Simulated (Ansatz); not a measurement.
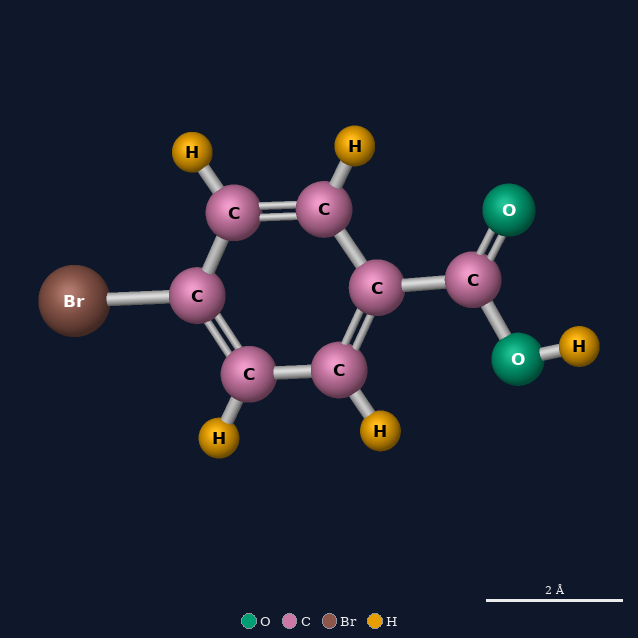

Rendered structure (ball-and-stick style). Double and triple bonds are drawn as two and three sticks.

Describe the molecule.

Formula C₇H₅BrO₂. As SMILES it reads `O=C(O)c1ccc(Br)cc1`. Independent rings (smallest set): 1 of 6 members, 1 of them aromatic. Among its groups: carboxylic acid, C–Br bond. The point group is Cs. All atoms lie on one plane. Coordination: 7 C trigonal planar; 1 O bent.

The parts below concern this one geometry. Atoms keep their numbers from picture to picture. Computed geometry: PBE0-D4/def2-TZVP optimisation.

### Shape

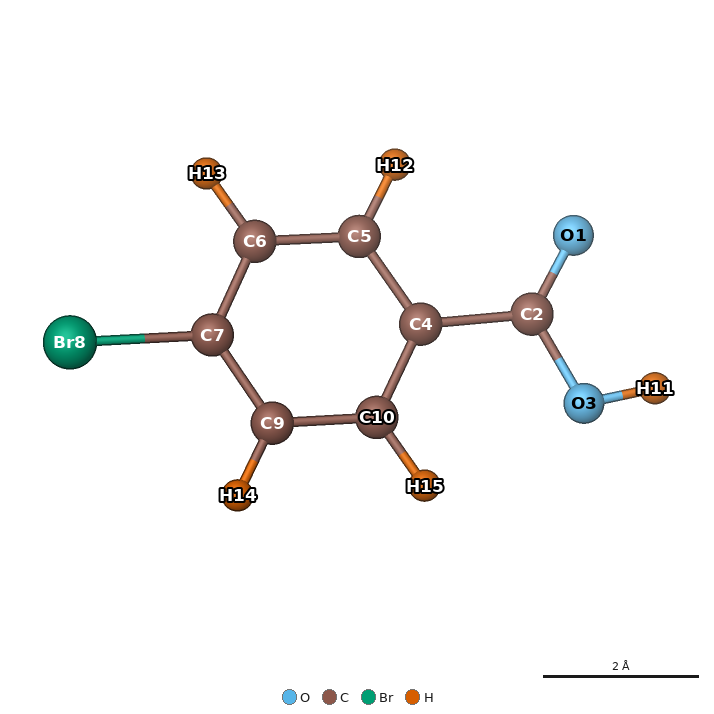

The atoms are numbered.

Which atoms are bonded, and how long are the bonds?

| bond | length (Å) | order |
| --- | --- | --- |
| O1–C2 | 1.203 | double |
| C2–O3 | 1.344 | single |
| C2–C4 | 1.479 | single |
| O3–H11 | 0.967 | single |
| C4–C5 | 1.391 | aromatic |
| C4–C10 | 1.391 | aromatic |
| C5–C6 | 1.382 | aromatic |
| C5–H12 | 1.083 | single |
| C6–C7 | 1.387 | aromatic |
| C6–H13 | 1.082 | single |
| C7–Br8 | 1.884 | single |
| C7–C9 | 1.386 | aromatic |
| C9–C10 | 1.384 | aromatic |
| C9–H14 | 1.082 | single |
| C10–H15 | 1.082 | single |

### Levels of theory compared

Program: Ansatz 0.2.0.

Compare HOMO–LUMO gap (eV), HOMO energy (eV), vertical IP (eV) at these levels: B3LYP-D4/def2-TZVPP; PBE-D4/def2-TZVPP; PBE0-D4/def2-TZVPP; r2SCAN-D4/def2-TZVPP; ωB97M-V/def2-TZVPP; ωB97X-V/def2-TZVPP.

| level | HOMO–LUMO gap (eV) | HOMO energy (eV) | vertical IP (eV) |
| --- | --- | --- | --- |
| B3LYP-D4/def2-TZVPP | 5.28 | −7.21 | 9.15 |
| PBE-D4/def2-TZVPP | 3.82 | −6.39 | 8.90 |
| PBE0-D4/def2-TZVPP | 5.68 | −7.43 | 9.18 |
| r2SCAN-D4/def2-TZVPP | 4.15 | −6.62 | 9.03 |
| ωB97M-V/def2-TZVPP | 9.71 | −9.45 | 9.30 |
| ωB97X-V/def2-TZVPP | 9.85 | −9.54 | 9.33 |

### Vibrations

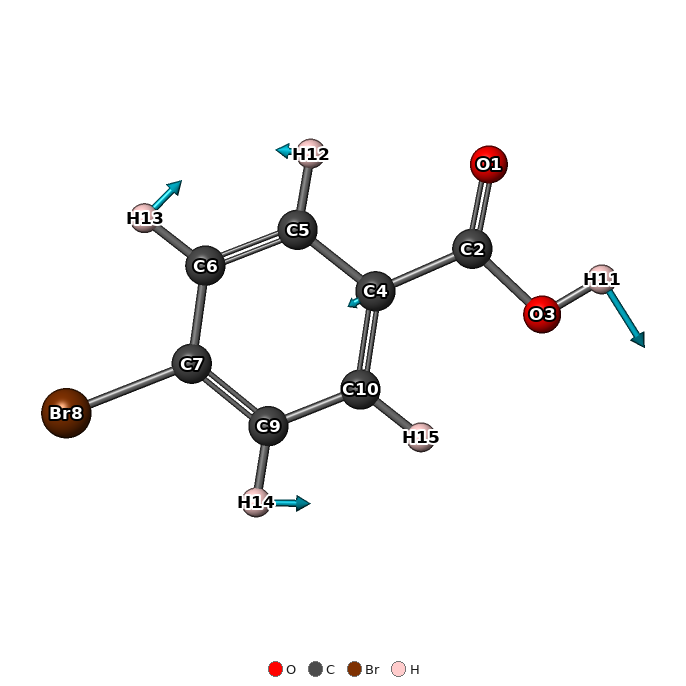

The arrows show one normal mode. Harmonic vibrations computed with RKS PBE0-D4/def2-TZVP (Ansatz 0.2.0) at a stationary point of the same level.

**At what wavenumber does it lie?**

1218 cm⁻¹; it is mode 26 of 39 counted from the lowest.

### Dipole moment

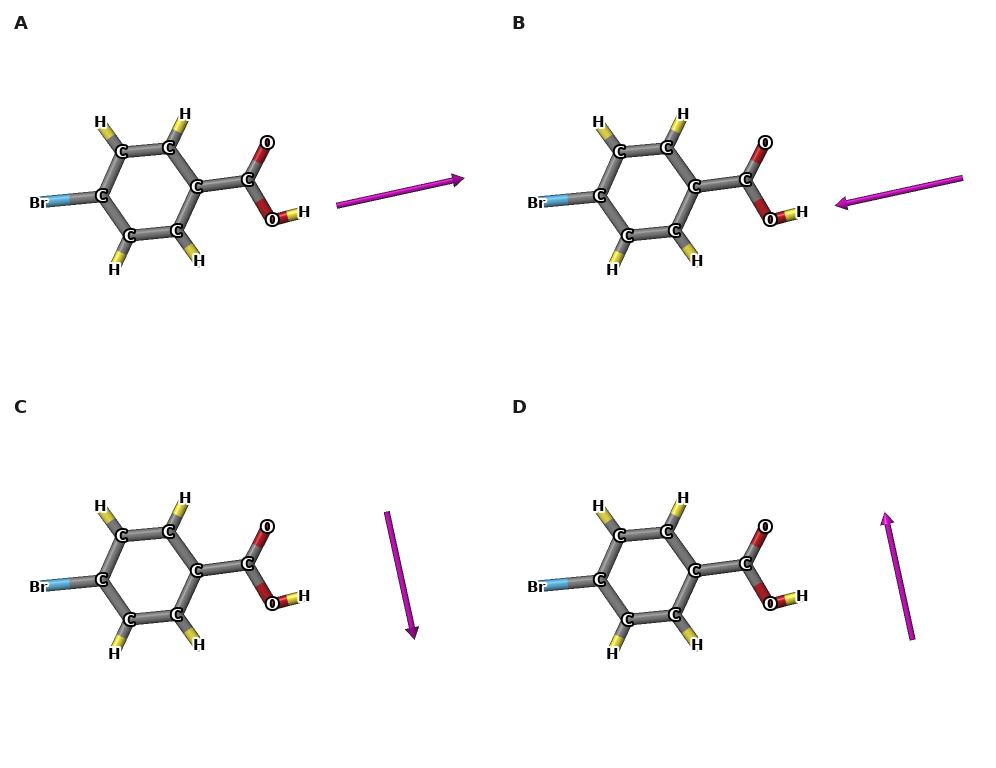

The same molecule four times, each with an arrow. Level of theory: RKS PBE0-D4/def2-TZVP (Ansatz 0.2.0).

**Which arrow points along the dipole moment, from the negative to the positive end?**

C. The dipole moment is 1.43 D.

### Thermal motion

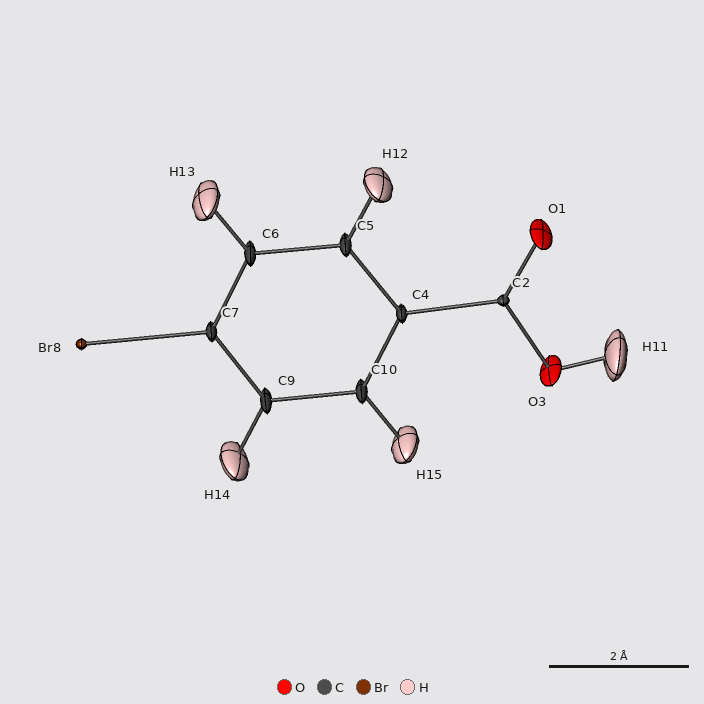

Displacement ellipsoids at the 50 % level, from the internal vibrations of the free molecule (harmonic, no overall translation or rotation; no half-axis is drawn under 0.075 Å). Vibrations computed with RKS PBE0-D4/def2-TZVP (Ansatz 0.2.0). Temperature: 600 K.

**Which atom moves most?**

H11, with U_eq = 0.0639 Å².

**Does H11 move more along its bond or across it?**

Across it: the root-mean-square amplitude is 0.125 Å along the bond and up to 0.383 Å across, since bending and torsion are softer than stretching.

List U_eq and the three principal root-mean-square amplitudes for each kind of atom.

```json
{"atom": "O1", "U_eq (Å²)": "0.0320", "rms amplitudes (Å)": "0.044, 0.107, 0.288"}
{"atom": "C2", "U_eq (Å²)": "0.0034", "rms amplitudes (Å)": "0.040, 0.055, 0.074"}
{"atom": "O3", "U_eq (Å²)": "0.0323", "rms amplitudes (Å)": "0.046, 0.109, 0.288"}
{"atom": "C4", "U_eq (Å²)": "0.0087", "rms amplitudes (Å)": "0.047, 0.072, 0.137"}
{"atom": "C5", "U_eq (Å²)": "0.0150", "rms amplitudes (Å)": "0.052, 0.074, 0.192"}
{"atom": "C6", "U_eq (Å²)": "0.0173", "rms amplitudes (Å)": "0.050, 0.078, 0.208"}
{"atom": "C7", "U_eq (Å²)": "0.0092", "rms amplitudes (Å)": "0.044, 0.079, 0.139"}
{"atom": "Br8", "U_eq (Å²)": "0.0024", "rms amplitudes (Å)": "0.035, 0.038, 0.066"}
{"atom": "C9", "U_eq (Å²)": "0.0180", "rms amplitudes (Å)": "0.051, 0.078, 0.213"}
{"atom": "C10", "U_eq (Å²)": "0.0160", "rms amplitudes (Å)": "0.052, 0.074, 0.199"}
{"atom": "H11", "U_eq (Å²)": "0.0639", "rms amplitudes (Å)": "0.101, 0.186, 0.383"}
{"atom": "H12", "U_eq (Å²)": "0.0394", "rms amplitudes (Å)": "0.097, 0.147, 0.295"}
{"atom": "H13", "U_eq (Å²)": "0.0478", "rms amplitudes (Å)": "0.097, 0.150, 0.334"}
{"atom": "H14", "U_eq (Å²)": "0.0492", "rms amplitudes (Å)": "0.097, 0.149, 0.340"}
{"atom": "H15", "U_eq (Å²)": "0.0429", "rms amplitudes (Å)": "0.097, 0.144, 0.314"}
```
